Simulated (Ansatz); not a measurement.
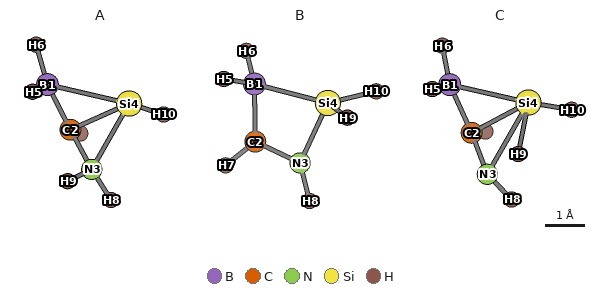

3 geometries from a converged minimum-energy path of CH6BNSi, shuffled. The picture is a ball-and-stick view, seen from a free direction.

Method: Ansatz 0.2.0, UKS LDA/def2-SVP. Run with 5 movable images; climbing image; force threshold 0.05 eV/Å; iteration limit 60; starting path through a guess of the saddle point.

Question: Which frame is the transition state?

Answer: C. In order along the path, whose images run from 0 to 6: B (image 0, 0.0 kJ/mol), C (image 4, +176.6 kJ/mol), A (image 6, +33.2 kJ/mol). A hydrogen atom shifts from one atom to another. Breaking: Si4–H9 (1.51 → 1.57 at the top → 2.58 Å). Forming: N3–H9 (2.72 → 1.54 at the top → 1.03 Å).

Cost: 73 s on 2 threads of Intel(R) Xeon(R) Platinum 8375C CPU @ 2.90GHz (Ice Lake), on a shared host, peak memory 0.16 GiB.
